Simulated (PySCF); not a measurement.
SMILES C[SiH2]C[SiH2]C (C₃H₁₂Si₂) at its GFN2-xTB optimised geometry (Å):

```
17

Si    -1.4298    -0.2485     1.8145
C     -2.3103    -1.0226     0.3246
C      0.4515    -0.2653     1.5435
Si     1.0846     0.6475     0.0000
C      2.9846     0.6475     0.0000
H     -1.7550    -1.0199     3.0262
H     -1.8957     1.1322     2.0012
H     -1.9646    -2.0354     0.1391
H     -3.3835    -1.0669     0.4828
H     -2.1330    -0.4444    -0.5772
H      0.9252     0.1665     2.4256
H      0.7916    -1.3010     1.5019
H      0.6118    -0.0252    -1.2189
H      0.6015     2.0354     0.0000
H      3.3835    -0.3630    -0.0132
H      3.3814     1.1440     0.8810
H      3.3764     1.1644    -0.8707
```

Level of theory: PBE0/def2-SVP (PySCF).

Map of the log10 of the electron density (e/bohr³), floored at −4 on the plane z = 0.8 Å:

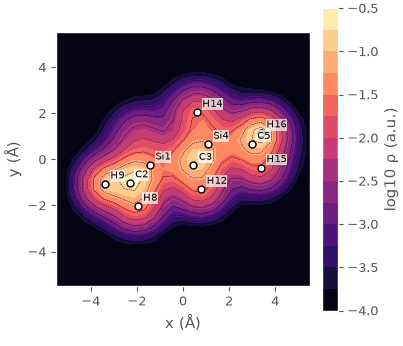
Log10 of the electron density (e/bohr³), floored at −4 on the plane z = 0.8 Å.
